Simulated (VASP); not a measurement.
Band structure of GeRh (relaxed from the CrB structure, space group Cmcm). All values below come from PBEsol GGA, VASP's PBE PAW potentials (set 64) (plane waves; VASP).

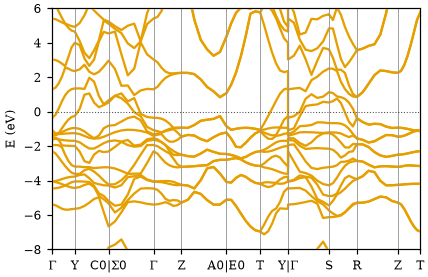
Figure. Bands along high-symmetry lines, zero at the valence-band maximum or, without a gap, the Fermi level

Task: Read the plot: is there a gap, and where are the band edges?

Result: It has no gap at this level: it comes out as a metal or semimetal. (Edges off the drawn lines would not show.)

The structure was generated: GeRh was put into the CrB type (Cmcm), which need not be its known phase. It was relaxed first, which changed the volume by -49 %.
